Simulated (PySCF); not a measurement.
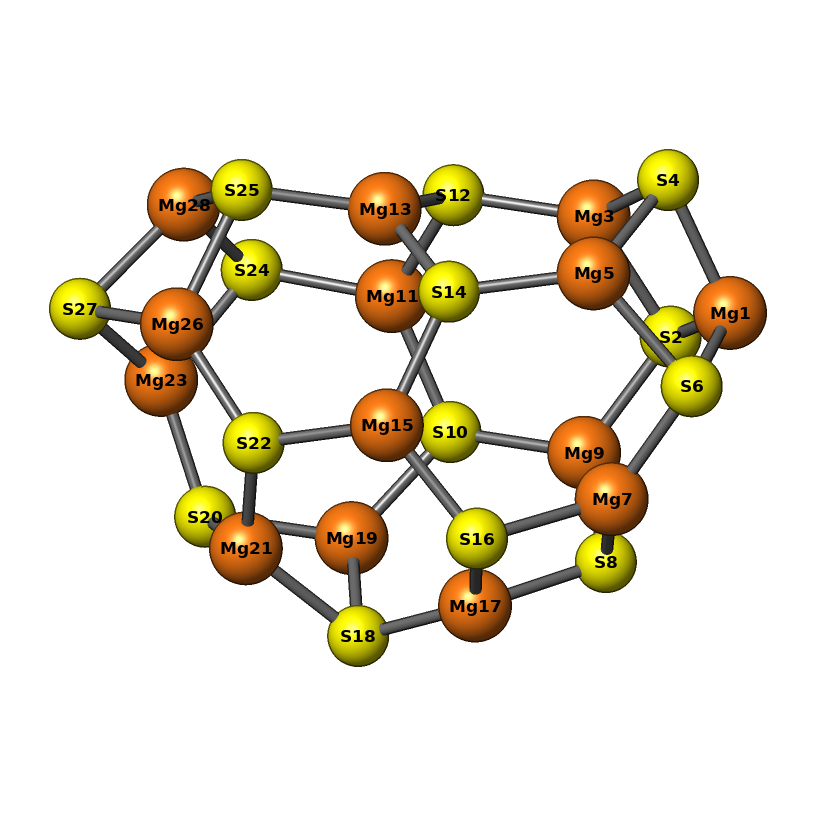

Every bond is drawn as one stick. The geometry was computed by an optimisation with GFN1-xTB. No frequency run is at hand to confirm it as a minimum. Level of theory: PBE0/6-31G* (PySCF 2.14.0).

List the Mayer bond orders of Mg1–S2, Mg1–S4, Mg1–S6, S2–Mg3, S2–Mg9, Mg3–S4, Mg3–S12, S4–Mg5, Mg5–S6, Mg5–S14, S6–Mg7, Mg7–S8, Mg7–S16, S8–Mg9, S8–Mg17, Mg9–S10, S10–Mg11, S10–Mg19, Mg11–S12, Mg11–S24, S12–Mg13, Mg13–S14, Mg13–S25, S14–Mg15, Mg15–S16, Mg15–S22, S16–Mg17, Mg17–S18, S18–Mg19, S18–Mg21, Mg19–S20, S20–Mg21, S20–Mg23, Mg21–S22, S22–Mg26, Mg23–S24, Mg23–S27, S24–Mg28, S25–Mg26, S25–Mg28, Mg26–S27, S27–Mg28.

```
    bond  Mayer order  length (Å)
  Mg1–S2         0.77       2.351
  Mg1–S4         0.76       2.379
  Mg1–S6         0.77       2.359
  S2–Mg3         0.74       2.360
  S2–Mg9         0.82       2.310
  Mg3–S4         0.79       2.352
 Mg3–S12         0.83       2.291
  S4–Mg5         0.80       2.364
  Mg5–S6         0.74       2.377
 Mg5–S14         0.82       2.315
  S6–Mg7         0.88       2.293
  Mg7–S8         0.74       2.364
 Mg7–S16         0.75       2.355
  S8–Mg9         0.82       2.329
 S8–Mg17         0.78       2.330
 Mg9–S10         0.74       2.353
S10–Mg11         0.74       2.350
S10–Mg19         0.82       2.316
Mg11–S12         0.77       2.336
Mg11–S24         0.84       2.308
S12–Mg13         0.74       2.351
Mg13–S14         0.74       2.331
Mg13–S25         0.84       2.292
S14–Mg15         0.76       2.342
Mg15–S16         0.86       2.305
Mg15–S22         0.74       2.346
S16–Mg17         0.74       2.355
Mg17–S18         0.86       2.286
S18–Mg19         0.77       2.368
S18–Mg21         0.80       2.339
Mg19–S20         0.78       2.355
S20–Mg21         0.77       2.363
S20–Mg23         0.84       2.285
Mg21–S22         0.77       2.335
S22–Mg26         0.80       2.321
Mg23–S24         0.73       2.364
Mg23–S27         0.79       2.352
S24–Mg28         0.77       2.352
S25–Mg26         0.76       2.371
S25–Mg28         0.78       2.348
Mg26–S27         0.81       2.364
S27–Mg28         0.75       2.384
```

The geometry is semi-empirical. Around Mg such bond lengths and angles can be off by a tenth of an ångström or more and by several degrees, and values that hang on the shape move with them.
